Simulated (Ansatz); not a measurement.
**Single-point calculation, with input and output: C3H7OSb**

The run: single-point calculation of C3H7OSb. Method and program: RHF-MP2, frozen core/def2-QZVPP (Ansatz 0.2.0).

The geometry comes from this level: PBE0-D4/def2-TZVP.

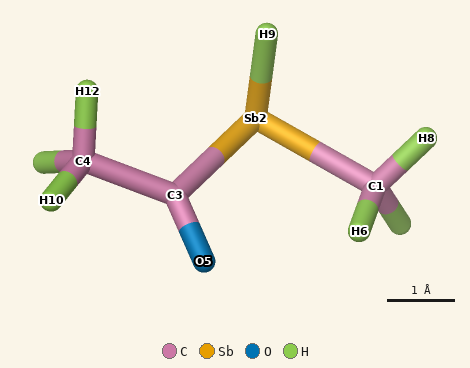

Fig. 1: The structure as given in the input (stick view, seen at a tilt; atoms are numbered from 1 in the order of the input). Sticks mark near contacts.

### Key numbers

| quantity | value |
| --- | --- |
| outcome | converged |
| total energy | −11789.4075 eV |
| mean-field energy | −11751.6301 eV |
| SCF solution under orbital rotations | stable |
| hardware | 4 threads of Arm Neoverse V1, 23 GiB of memory available, shared host |
| wall time | 56 s (CPU time 2.8 min) |
| peak memory | 3.6 GiB |

### Input file
```yaml
crystal:
  periodic: [false, false, false]
  atoms:
    - {symbol: C, position_ang: [-2.070863, 0.808468, 0.710292]}
    - {symbol: Sb, position_ang: [-0.991993, -1.015675, 0.358579]}
    - {symbol: C, position_ang: [0.697313, 0.069965, -0.632739]}
    - {symbol: C, position_ang: [1.961925, -0.710296, -0.844414]}
    - {symbol: O, position_ang: [0.558197, 1.203264, -0.994687]}
    - {symbol: H, position_ang: [-1.446377, 1.630103, 0.356326]}
    - {symbol: H, position_ang: [-3.005682, 0.788470, 0.152180]}
    - {symbol: H, position_ang: [-2.283670, 0.920613, 1.772272]}
    - {symbol: H, position_ang: [-0.130750, -0.986908, 1.838521]}
    - {symbol: H, position_ang: [2.738471, -0.078394, -1.278314]}
    - {symbol: H, position_ang: [1.750543, -1.552829, -1.509892]}
    - {symbol: H, position_ang: [2.299885, -1.132084, 0.105976]}
basis:
  gaussian: {orbitals: "def2-QZVPP.json"}
correlation: {method: mp2}
```

Launch command:
```bash
ansatz run in.yaml --threads 4 --pin off --events-out ev --progress --plain --max-ram 10444MiB
```

### Log
```
Functional definition: HF
  name "HF"
  cite "Fock, Z. Phys. 61, 126 (1930) doi:10.1007/BF01340294"
  parent pbe
  exchange = exact_x
  correlation = 0
3120 factors; integrals over basis functions are off by at most 8.6e-4 eV
mean field evaluation 1: about -11746.1882 eV, gradient 4.6e1 eV
mean field evaluation 2: about -11746.3236 eV, gradient 4.6e1 eV
mean field evaluation 4: about -11751.4818 eV, gradient 6.4e0 eV
mean field evaluation 8: about -11751.6266 eV, gradient 6.6e-1 eV
mean field evaluation 16: about -11751.6301 eV, gradient 1.3e-6 eV
mean field -11751.63008799 eV, -431.8644401925 hartree, gradient 1.2e-6 eV, S^2 0.000000; 0 other end points of the search recorded, 0 dependent functions left out
8 core orbitals not correlated: weight in the atoms' cores, before any rotation towards them, 1.000 or more for the frozen orbitals, at most 0.000 for the correlated occupied ones
reference -11751.63008799 eV, -431.8644401925 hartree; 20, 20 occupied and 492, 492 virtual orbitals, 3120 factors
second order -37.77742989 eV of doubles, -0.00000000 eV of singles
Total energy: -11789.40751788 eV, -433.2527351347 hartree
```
